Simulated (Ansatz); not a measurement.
# GeP₂H (quartet): one geometry, many settings

Aim: run GeP₂H (quartet) at one geometry under a spread of methods and options, and see what each costs and gives.

The runs use Ansatz 0.2.0, Gaussian basis; the settings change from run to run.

32 further runs of the same task are left out: 5 for a known fault of the program, 11 that didn't finish, 16 set aside as unsound or not needed.

### Step 1. The system

The geometry is a PBE0/def2-TZVP stationary point (not a proven minimum). No spin-orbit coupling is included. The filled d shell of Ge may be among the frozen orbitals whatever the setting's name suggests; the logs give the count.

4 atoms, charge 0, spin multiplicity 4.

Atoms are counted from 1 here; the program's logs count them from 0.

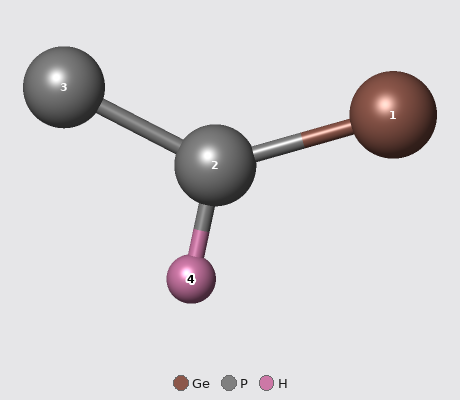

The geometry (germanium brown, phosphorus grey, hydrogen pink); atoms are numbered from 1 in the order of the file.

### Step 2. NEVPT4(SD)(3,5)/STO-3G

Input file in.yaml:

```yaml
crystal:
  periodic: [false, false, false]
  atoms:
    - {symbol: Ge, position_ang: [0.000000, -0.119118, 1.424328]}
    - {symbol: P, position_ang: [0.000000, 0.557898, -0.721905]}
    - {symbol: P, position_ang: [0.000000, -0.342056, -2.586585]}
    - {symbol: H, position_ang: [0.000000, 1.951740, -0.979040]}
basis:
  gaussian: {orbitals: STO-3G}
magnetization: {spin_polarized: false, initial_magnetization: 3}
correlation: {method: fic_nevpt4_sd, electrons: valence, active_space: {window: {electrons: 3, orbitals: 5}}}
```

Run with:

```console
$ ansatz run in.yaml --threads 1 --pin off --events-out ev --progress --plain --max-ram 2393MiB
```

Output:

```text
Functional definition: HF
  name "HF"
  cite "Fock, Z. Phys. 61, 126 (1930) doi:10.1007/BF01340294"
  parent pbe
  exchange = exact_x
  correlation = 0
376 factors; integrals over basis functions are off by at most 2.7e-5 eV
mean field evaluation 1: about -74177.9228 eV, gradient 1.1e1 eV
mean field evaluation 2: about -74177.9478 eV, gradient 1.1e1 eV
mean field evaluation 4: about -74179.3081 eV, gradient 2.4e0 eV
mean field evaluation 8: about -74179.5400 eV, gradient 2.5e-3 eV
mean field evaluation 16: about -74179.4475 eV, gradient 8.7e-1 eV
mean field evaluation 32: about -74179.5394 eV, gradient 5.0e-6 eV
mean field -74179.53939907 eV, -2726.0477922182 hartree, gradient 5.0e-6 eV, S^2 3.750000; 5 other end points of the search recorded, 0 dependent functions left out
reference -74179.53939907 eV, -2726.0477922182 hartree; 33, 30 occupied and 4, 7 virtual orbitals, 376 factors
state -74179.54454407 eV, -2726.0479812935 hartree
state -74179.54454407 eV, -2726.0479812935 hartree; corrected -74181.96505085 eV, -2726.1369332767 hartree
Total energy: -74181.96505085 eV, -2726.1369332767 hartree
```

It took 2 s on 1 thread of Arm Neoverse V2, shared host.

From the report: 6 determinants; active occupations 1.00, 1.00, 1.00, 0.00, 0.00.

### Step 3. CCSD(T) on ROHF/cc-pVDZ

Edit in.yaml of step 2 so:

```diff
@@ -8,4 +8,5 @@
 basis:
-  gaussian: {orbitals: STO-3G}
+  gaussian: {orbitals: cc-pVDZ}
 magnetization: {spin_polarized: false, initial_magnetization: 3}
-correlation: {method: fic_nevpt4_sd, electrons: valence, active_space: {window: {electrons: 3, orbitals: 5}}}
+correlation: {method: ccsd_t, electrons: outside_noble_gas}
+scf: {lower_state_search: off}
```

Same command.

Output, cut to the lines that bear on the results:

```text
Functional definition: HF
  name "HF"
  cite "Fock, Z. Phys. 61, 126 (1930) doi:10.1007/BF01340294"
  parent pbe
[...]
757 factors; integrals over basis functions are off by at most 1.3e-3 eV
[...]
mean field -75030.95915868 eV, -2757.3368912707 hartree, gradient 2.4e-6 eV, S^2 3.750000; 0 other end points of the search recorded, 0 dependent functions left out
24 core orbitals not correlated: weight in the atoms' cores, before any rotation towards them, 1.000 or more for the frozen orbitals, at most 0.000 for the correlated occupied ones
reference -75030.95915868 eV, -2757.3368912707 hartree; 9, 6 occupied and 35, 38 virtual orbitals, 757 factors
second order -7.14922637 eV of doubles, -0.16599811 eV of singles
cycle   1  -8.06067768 eV  change   -7.4e-1 eV  update   1.0e-1
[...]
cycle  13  -8.51976776 eV  change   -5.1e-6 eV  update   9.8e-6
perturbative correction -0.36722634 eV, -0.0134953191 hartree
Total energy: -75039.84615278 eV, -2757.6634822800 hartree
Checks for a lower state left out: stability, starts, cluster_reference, orbital_swaps, neighbouring_geometries, increment
```

Run time: 2.4 s. Hardware: 1 thread of Arm Neoverse V2, shared host.

From the report: correlation -8.8870 eV; T1 0.048; largest double amplitude 0.07.

### Step 4. NEVPT2(3,6)/6-31G

Edit in.yaml of step 3 so:

```diff
@@ -8,5 +8,4 @@
 basis:
-  gaussian: {orbitals: cc-pVDZ}
+  gaussian: {orbitals: 6-31G}
 magnetization: {spin_polarized: false, initial_magnetization: 3}
-correlation: {method: ccsd_t, electrons: outside_noble_gas}
-scf: {lower_state_search: off}
+correlation: {method: sc_nevpt2, electrons: outside_noble_gas, active_space: {window: {electrons: 3, orbitals: 6}, states: [{multiplicity: 4, weights: [1, 0.5, 1]}]}}
```

Same command.

Output, cut to the lines that bear on the results:

```text
Functional definition: HF
  name "HF"
  cite "Fock, Z. Phys. 61, 126 (1930) doi:10.1007/BF01340294"
  parent pbe
[...]
1009 factors; integrals over basis functions are off by at most 1.1e-7 eV
[...]
mean field -75020.09286252 eV, -2756.9375622525 hartree, gradient 8.1e-6 eV, S^2 3.750000; 5 other end points of the search recorded, 0 dependent functions left out
reference -75020.09286252 eV, -2756.9375622525 hartree; 33, 30 occupied and 24, 27 virtual orbitals, 1009 factors
state -75020.06797290 eV, -2756.9366475758 hartree
state -75018.91673608 eV, -2756.8943404028 hartree
state -75016.16204242 eV, -2756.7931072782 hartree
state -75020.06797290 eV, -2756.9366475758 hartree; corrected -75023.37641609 eV, -2757.0582306203 hartree
state -75018.91673608 eV, -2756.8943404028 hartree; corrected -75021.97709946 eV, -2757.0068066825 hartree
state -75016.16204242 eV, -2756.7931072782 hartree; corrected -75019.80876461 eV, -2756.9271218465 hartree
Total energy: -75021.66949217 eV, -2756.9955023232 hartree
```

It took 6 s on 1 thread of Arm Neoverse V2, shared host.

From the report: 12 determinants; active occupations (of the averaged states) 1.00, 0.96, 0.42, 0.37, 0.24, 0.01.

### Step 5. HF/cc-pVDZ

Input file in.yaml:

```yaml
crystal:
  periodic: [false, false, false]
  atoms:
    - {symbol: Ge, position_ang: [0.000000, -0.119118, 1.424328]}
    - {symbol: P, position_ang: [0.000000, 0.557898, -0.721905]}
    - {symbol: P, position_ang: [0.000000, -0.342056, -2.586585]}
    - {symbol: H, position_ang: [0.000000, 1.951740, -0.979040]}
basis:
  gaussian: {orbitals: cc-pVDZ}
magnetization: {spin_polarized: false, initial_magnetization: 3}
hamiltonian: {xc: hf}
accuracy: high
output: {orbitals: {seedname: orbitals}}
```

Same command.

Output:

```text
Functional definition: HF
  name "HF"
  cite "Fock, Z. Phys. 61, 126 (1930) doi:10.1007/BF01340294"
  parent pbe
  exchange = exact_x
  correlation = 0
1396 factors; integrals over basis functions are off by at most 4.4e-9 eV
mean field evaluation 1: about -75029.6816 eV, gradient 9.1e0 eV
mean field evaluation 2: about -75029.7172 eV, gradient 9.1e0 eV
mean field evaluation 4: about -75030.7913 eV, gradient 3.0e0 eV
mean field evaluation 8: about -75030.9357 eV, gradient 6.7e-1 eV
mean field evaluation 16: about -75030.9593 eV, gradient 1.8e-5 eV
mean field evaluation 32: about -75030.8140 eV, gradient 1.1e0 eV
mean field evaluation 64: about -75028.4862 eV, gradient 6.4e-1 eV
mean field evaluation 96: about -75012.7623 eV, gradient 2.6e1 eV
mean field -75030.95928849 eV, -2757.3368960411 hartree, gradient 1.6e-8 eV, S^2 3.750000; 0 other end points of the search recorded, 0 dependent functions left out
reference -75030.95928849 eV, -2757.3368960411 hartree; 33, 30 occupied and 35, 38 virtual orbitals, 1396 factors
Total energy: -75030.95928849 eV, -2757.3368960411 hartree
```

Wall time 4.9 s (1 thread of Arm Neoverse V2, shared host).

### Step 6. MP2 on UHF/cc-pVDZ

Edit in.yaml of step 5 so:

```diff
@@ -8,6 +8,7 @@
 basis:
-  gaussian: {orbitals: cc-pVDZ}
-magnetization: {spin_polarized: false, initial_magnetization: 3}
-hamiltonian: {xc: hf}
+  gaussian: {orbitals: cc-pVDZ, fitting: {mean_field: def2-universal-jkfit}}
+magnetization: {spin_polarized: true, initial_magnetization: 3}
+correlation: {method: mp2, electrons: outside_noble_gas}
 accuracy: high
-output: {orbitals: {seedname: orbitals}}
+scf: {lower_state_search: off}
+output: {forces: true}
```

Launched as before.

Output, cut to the lines that bear on the results:

```text
Functional definition: HF
  name "HF"
  cite "Fock, Z. Phys. 61, 126 (1930) doi:10.1007/BF01340294"
  parent pbe
[...]
540 factors; integrals over basis functions are off by at most 3.7e-1 eV
[...]
mean field -75031.36314284 eV, -2757.3517374148 hartree, gradient 2.4e-8 eV, S^2 3.923002; 0 other end points of the search recorded, 0 dependent functions left out
24 core orbitals not correlated: weight in the atoms' cores, before any rotation towards them, 1.000 or more for the frozen orbitals, at most 0.000 for the correlated occupied ones
reference -75031.36314284 eV, -2757.3517374148 hartree; 9, 6 occupied and 35, 38 virtual orbitals, 540 factors
second order -6.88876384 eV of doubles, -0.00000000 eV of singles
[...]
Total energy: -75038.25190668 eV, -2757.6048948166 hartree
Atom 0 at     0.000000    -0.119118     1.424328 Å, force    -0.000000    -0.087892     0.195492 eV/Å
Atom 1 at     0.000000     0.557898    -0.721905 Å, force     0.000000     0.526064     0.654089 eV/Å
Atom 2 at     0.000000    -0.342056    -2.586585 Å, force     0.000000    -0.493128    -0.886430 eV/Å
Atom 3 at     0.000000     1.951740    -0.979040 Å, force    -0.000000     0.054956     0.036849 eV/Å
Dipole moment:    -0.000000     0.132116     0.033634 e Å
Checks for a lower state left out: starts, cluster_reference, orbital_swaps, neighbouring_geometries, increment
```

It took 2.8 s on 1 thread of Arm Neoverse V2, shared host.

From the report: ⟨S²⟩ of the determinant 3.923 (pure quartet: 3.75).

### Step 7. MP2 on ROHF/cc-pVDZ

Input file in.yaml:

```yaml
crystal:
  periodic: [false, false, false]
  atoms:
    - {symbol: Ge, position_ang: [0.000000, -0.119118, 1.424328]}
    - {symbol: P, position_ang: [0.000000, 0.557898, -0.721905]}
    - {symbol: P, position_ang: [0.000000, -0.342056, -2.586585]}
    - {symbol: H, position_ang: [0.000000, 1.951740, -0.979040]}
basis:
  gaussian: {orbitals: cc-pVDZ}
magnetization: {spin_polarized: false, initial_magnetization: 3}
correlation: {method: mp2, electrons: valence}
```

The command is unchanged.

Output, cut to the lines that bear on the results:

```text
Functional definition: HF
  name "HF"
  cite "Fock, Z. Phys. 61, 126 (1930) doi:10.1007/BF01340294"
  parent pbe
[...]
757 factors; integrals over basis functions are off by at most 1.3e-3 eV
[...]
mean field -75030.95915868 eV, -2757.3368912707 hartree, gradient 2.4e-6 eV, S^2 3.750000; 11 other end points of the search recorded, 0 dependent functions left out
[...]
19 core orbitals not correlated: weight in the atoms' cores, before any rotation towards them, 1.000 or more for the frozen orbitals, at most 0.000 for the correlated occupied ones
reference -75030.95915868 eV, -2757.3368912707 hartree; 14, 11 occupied and 35, 38 virtual orbitals, 757 factors
second order -7.61547600 eV of doubles, -0.16878084 eV of singles
Total energy: -75038.74341551 eV, -2757.6229574330 hartree
```

Wall time 9.5 s (1 thread of Arm Neoverse V2, shared host).

### Step 8. HF/cc-pVDZ

Edit in.yaml of step 7 so:

```diff
@@ -10,2 +10,4 @@
 magnetization: {spin_polarized: false, initial_magnetization: 3}
-correlation: {method: mp2, electrons: valence}
+hamiltonian: {xc: hf}
+scf: {lower_state_search: full}
+output: {forces: true, orbitals: {seedname: orbitals}}
```

Same command.

Output, cut to the lines that bear on the results:

```text
Functional definition: HF
  name "HF"
  cite "Fock, Z. Phys. 61, 126 (1930) doi:10.1007/BF01340294"
  parent pbe
[...]
757 factors; integrals over basis functions are off by at most 1.3e-3 eV
[...]
mean field -75030.95915868 eV, -2757.3368912707 hartree, gradient 1.5e-5 eV, S^2 3.750000; 6 other end points of the search recorded, 0 dependent functions left out
[...]
reference -75030.95915868 eV, -2757.3368912707 hartree; 33, 30 occupied and 35, 38 virtual orbitals, 757 factors
Total energy: -75030.95915868 eV, -2757.3368912707 hartree
Atom 0 at     0.000000    -0.119118     1.424328 Å, force    -0.000000    -0.100231     0.011036 eV/Å
Atom 1 at     0.000000     0.557898    -0.721905 Å, force    -0.000000     1.155522     1.255568 eV/Å
Atom 2 at     0.000000    -0.342056    -2.586585 Å, force     0.000000    -0.853115    -1.395315 eV/Å
Atom 3 at     0.000000     1.951740    -0.979040 Å, force    -0.000000    -0.202175     0.128711 eV/Å
Dipole moment:    -0.000000     0.098659     0.080104 e Å
```

Wall time 8.5 s (1 thread of Arm Neoverse V2, shared host).

### Step 9. CCSDT on ROHF/STO-3G

Edit in.yaml of step 8 so:

```diff
@@ -8,6 +8,4 @@
 basis:
-  gaussian: {orbitals: cc-pVDZ}
+  gaussian: {orbitals: STO-3G}
 magnetization: {spin_polarized: false, initial_magnetization: 3}
-hamiltonian: {xc: hf}
-scf: {lower_state_search: full}
-output: {forces: true, orbitals: {seedname: orbitals}}
+correlation: {method: ccsdt, electrons: all}
```

The command is unchanged.

Output, cut to the lines that bear on the results:

```text
Functional definition: HF
  name "HF"
  cite "Fock, Z. Phys. 61, 126 (1930) doi:10.1007/BF01340294"
  parent pbe
[...]
556 factors; integrals over basis functions are off by at most 3.6e-8 eV
[...]
mean field -74179.53955694 eV, -2726.0477980196 hartree, gradient 5.7e-6 eV, S^2 3.750000; 5 other end points of the search recorded, 0 dependent functions left out
[...]
determinant -74179.53955694 eV, -2726.0477980196 hartree, with singles and doubles -74182.30478787 eV, -2726.1494183821 hartree
determinant -74178.38618704 eV, -2726.0054124578 hartree, with singles and doubles -74180.69152740 eV, -2726.0901321532 hartree
reference -74179.53955694 eV, -2726.0477980196 hartree; 33, 30 occupied and 4, 7 virtual orbitals, 556 factors
second order -1.92084627 eV of doubles, -0.05867657 eV of singles
cycle   1  -2.32563293 eV  change   -3.4e-1 eV  update   1.2e-1
[...]
cycle  30  -2.92523319 eV  change    3.5e-7 eV  update   7.0e-6
Total energy: -74182.46479012 eV, -2726.1552983564 hartree
```

Wall time 41 s (1 thread of Arm Neoverse V2, shared host); peak memory 0.49 GiB.

From the report: correlation -2.9252 eV; T1 0.029; largest double amplitude 0.13.

### Step 10. All runs side by side

Where basis and cores are those of an earlier UCCSDT(Q)/cc-pVDZ run (-75039.9423 eV), and the state is the same kind, the miss against it is given.

```csv
level,correlated,functions,energy (eV),from UCCSDT(Q) (meV),time
"NEVPT4(SD)(3,5)/STO-3G",valence,37,-74181.9651,,2 s
CCSD(T) on ROHF/cc-pVDZ,outside noble gas,68,-75039.8462,96.2,2.4 s
"NEVPT2(3,6)/6-31G (mean of several states)",outside noble gas,57,-75021.6695,,6 s
HF/cc-pVDZ,,68,-75030.9593,8983.1,4.9 s
MP2 on UHF/cc-pVDZ,outside noble gas,68,-75038.2519,1690.4,2.8 s
MP2 on ROHF/cc-pVDZ,valence,68,-75038.7434,,9.5 s
HF/cc-pVDZ,,68,-75030.9592,8983.2,8.5 s
CCSDT on ROHF/STO-3G,all,37,-74182.4648,,41 s
```

### Step 11. Outcome

| quantity | value |
| --- | --- |
| runs | 8 |
| quickest | NEVPT4(SD)(3,5)/STO-3G, 2 s |
| slowest | CCSDT on ROHF/STO-3G, 41 s |

In words: Total energies in different bases, with other cores or another treatment of relativity can't be set against each other. CCSDT on ROHF/STO-3G took 21 times as long as NEVPT4(SD)(3,5)/STO-3G; the jobs differ in more than the method. Among the correlated runs with a miss given, it spans +96 to +1690 meV. Hartree-Fock, CASSCF and CASCI lack dynamic correlation by design.
